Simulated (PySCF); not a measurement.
## A study: C$_{4}$H$_{6}$Cl, charge +1, SMILES `C=C[C+](C)Cl`

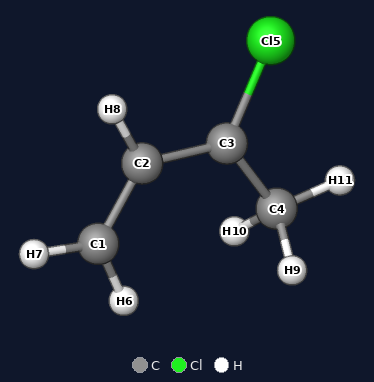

The molecule, with its atoms numbered as below. No frequency check shows the geometry to be a minimum.

Geometry (Å), atoms numbered from 1:

```
C1      -2.3161    0.4202   -0.0006
C2      -1.0115    0.7607    0.0011
C3       0.0664   -0.1729    0.0004
C4      -0.1206   -1.6220   -0.0003
Cl5      1.6095    0.4305   -0.0005
H6      -2.6621   -0.6017   -0.0030
H7      -3.0795    1.1830    0.0000
H8      -0.7409    1.8090    0.0032
H9      -0.7067   -1.9333    0.8689
H10     -0.7068   -1.9328   -0.8702
H11      0.8246   -2.1584    0.0054
```

## 1. Bonding charge

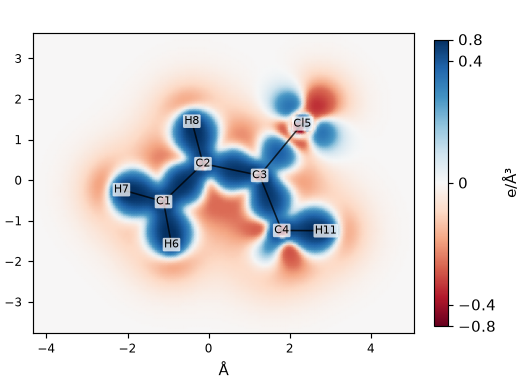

Deformation density (molecule less spherical, spin-averaged free atoms) in a plane through 9 of the atoms; colour scale in e/Å³, logarithmic beyond ±0.1; blue: gain, red: loss.

Computed with PySCF, B3LYP/def2-TZVP, geometry: GFN2-xTB.

**Describe the bonding that the map shows.**

C1–H7: +0.83 e/Å³ at the bond critical point (bond length 1.08 Å, Mayer order 0.9). C1–H6: +0.82 e/Å³ at the bond critical point (bond length 1.08 Å, Mayer order 0.9). C2–H8: +0.80 e/Å³ at the bond critical point (bond length 1.08 Å, Mayer order 0.9). C1–C2: +0.78 e/Å³ at the bond critical point (bond length 1.35 Å, Mayer order 1.6). C4–H11: +0.76 e/Å³ at the bond critical point (bond length 1.09 Å, Mayer order 1.0). C2–C3: +0.66 e/Å³ at the bond critical point (bond length 1.43 Å, Mayer order 1.2). C3–C4: +0.56 e/Å³ at the bond critical point (bond length 1.46 Å, Mayer order 1.0). C3–Cl5: +0.35 e/Å³ at the bond critical point (bond length 1.66 Å, Mayer order 1.4). In all, 2.3 electrons gather in the regions of gain relative to the promolecule of neutral atoms (the regions of loss give up this much and the cation's charge besides).

**Where do the Hirshfeld charges lie?**

The highest Hirshfeld charge is on Cl5 (+0.25 e), the lowest on C4 (−0.07 e).

## 2. Bond critical points

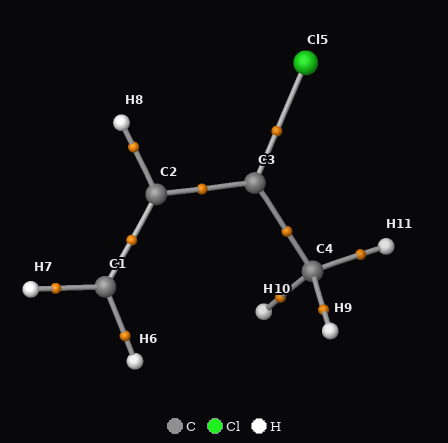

Molecular graph of the electron density (QTAIM): bond paths, bond critical points (orange), ring points (yellow, if any); weak paths are dashed.

**How many critical points of each kind are there, and does the count close?**

11 nuclei, 10 bond, 0 ring and 0 cage critical points: 11 − 10 + 0 − 0 = 1, as the Poincaré–Hopf relation requires.

**Tabulate density, Laplacian, ellipticity and energy density at the bond critical points (atomic units).**

| bond | length (Å) | ρ (a.u.) | ∇²ρ (a.u.) | ε | H (a.u.) |
| --- | --- | --- | --- | --- | --- |
| C1–C2 | 1.348 | 0.348 | −1.10 | 0.22 | −0.401 |
| C2–C3 | 1.426 | 0.304 | −0.90 | 0.13 | −0.318 |
| C1–H7 | 1.079 | 0.296 | −1.12 | 0.01 | −0.310 |
| C1–H6 | 1.079 | 0.296 | −1.11 | 0.02 | −0.308 |
| C2–H8 | 1.083 | 0.292 | −1.07 | 0.02 | −0.301 |
| C4–H11 | 1.087 | 0.286 | −1.02 | 0.01 | −0.290 |
| C3–C4 | 1.461 | 0.281 | −0.80 | 0.04 | −0.283 |
| C4–H9 (2 alike) | 1.094 | 0.274 | −0.94 | 0.02 | −0.274 |
| C3–Cl5 | 1.657 | 0.247 | −0.47 | 0.08 | −0.214 |

**What kind of interaction is C1–C2?**

Shared-shell (covalent): ρ = 0.348, ∇²ρ = −1.10, H = −0.401 a.u. Its ellipticity of 0.22 shows that the density isn't cylindrical about the bond.

## 3. Local ionisation energy

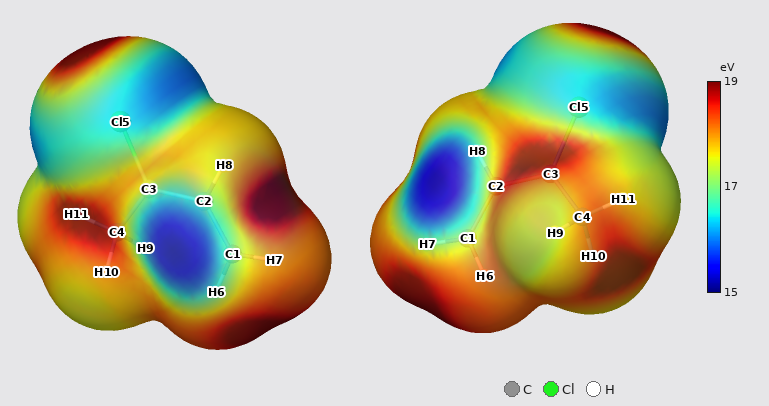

Average local ionisation energy on the surface of electron density 0.001 a.u. (back view left, front view right).

**Where are the most loosely bound electrons on this surface?**

The lowest value is 15.3 eV, off the C1–C2 bond (2.0 to 2.2 Å from its atoms), and at like points elsewhere. Further minima include 15.8 eV, near Cl5 (2.09 Å) and H8 (2.17 Å); 15.9 eV, near H11 (2.01 Å) and Cl5 (2.08 Å); 17.4 eV, 1.3 Å from H9, and at like points elsewhere. For comparison, the highest occupied orbital lies at −14.1 eV.

**What volume does the surface enclose?**

About 112 Å³.

## 4. Excited states

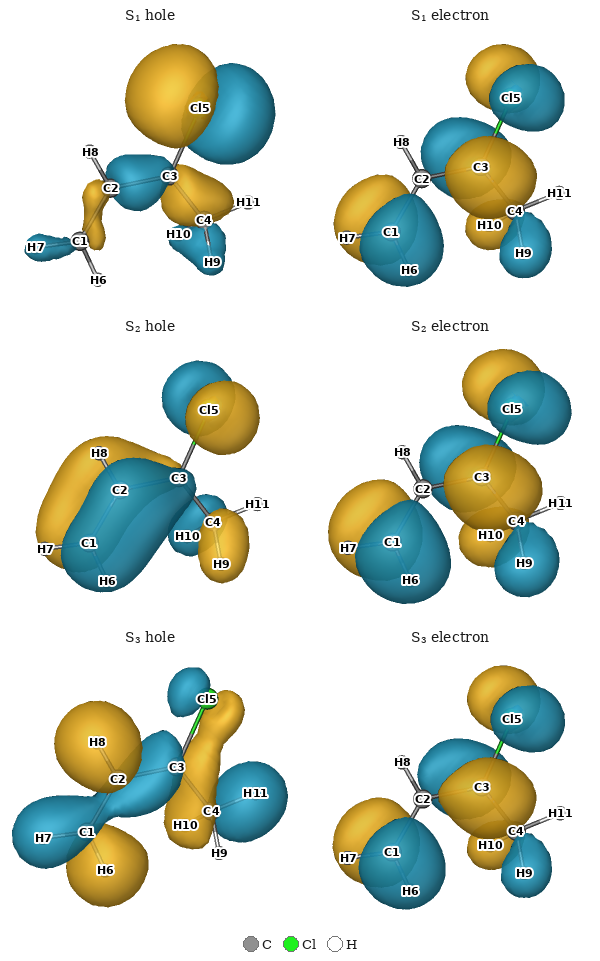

Leading natural transition orbitals (full linear response singlet states).

Level of theory: PBE0/6-311G** (PySCF), at a geometry from GFN2-xTB. Without diffuse functions Rydberg states are missing, so the states' numbers hold for this basis only.

**Describe these excited states.**

By state:
- S₁: 4.00 eV (310 nm), f = 0.000 (very weak); the leading pair carries 100 %; hole on Cl5 (77 %), C3 (7 %) and C4 (6 %), electron on C3 (36 %), C1 (23 %) and Cl5 (18 %); their centroids lie 1.7 Å apart.
- S₂: 4.82 eV (257 nm), f = 0.358 (bright); the leading pair carries 98 %; hole on C2 (34 %), C1 (29 %) and Cl5 (15 %), electron on C3 (35 %), C1 (22 %) and Cl5 (18 %); their centroids lie 0.6 Å apart.
- S₃: 5.33 eV (233 nm), f = 0.000 (very weak); the leading pair carries 100 %; hole on C2 (22 %), C1 (16 %) and H8 (15 %), electron on C3 (33 %), C1 (27 %) and Cl5 (17 %); their centroids lie 0.4 Å apart.

## 5. In an electric field

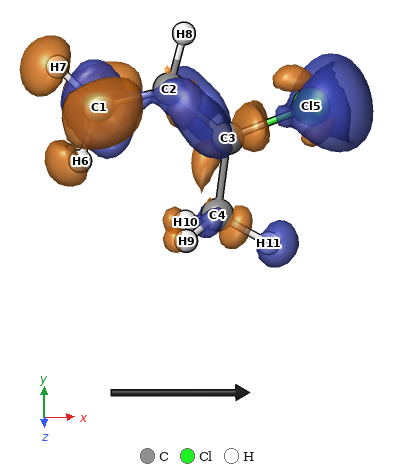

Change of the electron density in a uniform field of 0.21 V/Å along +x (arrow), surfaces at ±0.003 e/Å³ (orange: gain, blue: loss).

PySCF calculation, ωB97X/def2-SVPD, gas phase; geometry: GFN2-xTB.

**What dipole is induced, and what polarisability does it imply?**

The induced dipole is 0.92 D (along the field); α along this axis, from the fields in both directions, is 90 bohr³ (13.4 Å³).

**Which atoms gain and lose the most charge?**

Electrons gather most on C1 (Hirshfeld charge changes by −0.019 e) and leave Cl5 most (+0.029 e); 0.070 electrons are displaced in all.

## 6. Removing or adding an electron

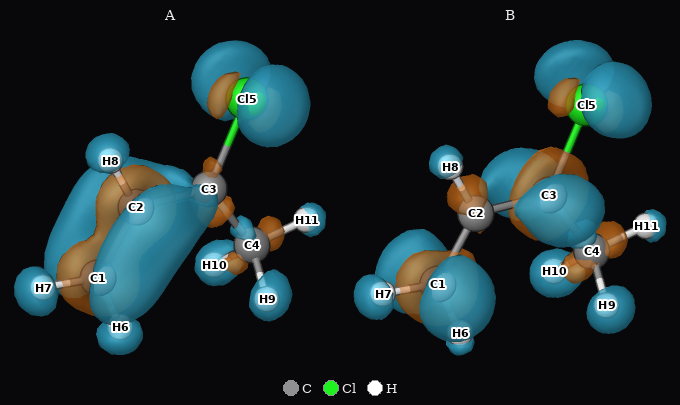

The two Fukui functions at ±0.03 e/Å³ (light blue positive, orange negative).

Computed with PySCF, r2SCAN/6-31G*, geometry: GFN2-xTB.

**Which panel is f⁻ (electron removed) and which f⁺ (electron added)?**

A is f⁻, B is f⁺. f⁻ (Hirshfeld-condensed) is largest on Cl5 (0.25), C2 (0.20) and C1 (0.19); the vertical ionisation energy is 16.34 eV. f⁺ (Hirshfeld-condensed) is largest on Cl5 (0.26), C1 (0.18) and C3 (0.16); the vertical electron affinity is 7.22 eV (the stability of the neutral species's solution wasn't checked; rough: the basis has no diffuse functions).

**What chemical potential and hardness follow from the two energies?**

μ = −(I + A)/2 = −11.78 eV and η = I − A = 9.12 eV.
